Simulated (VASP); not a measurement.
Band structure of Al₃InN₄ (ordered alloy cell). Calculation: PBEsol GGA, VASP's PBE PAW potentials (set 64) (plane waves; VASP).

Unless said otherwise, spin-orbit coupling is left out, though it shifts the bands of the heavy elements here.

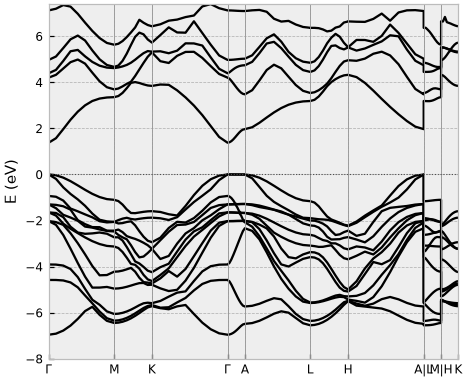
Figure. Bands along high-symmetry lines, zero at the valence-band maximum or, without a gap, the Fermi level

**Question.** Read the plot: is there a gap, and where are the band edges?

**Answer.** The gap is direct, 1.38 eV, from the valence maximum at Γ to the conduction minimum at Γ. (Edges off the drawn lines would not show.)

The structure was generated: Al3InN4 was put into an ordered model structure (P3m1), which need not be its known phase. It was relaxed first.
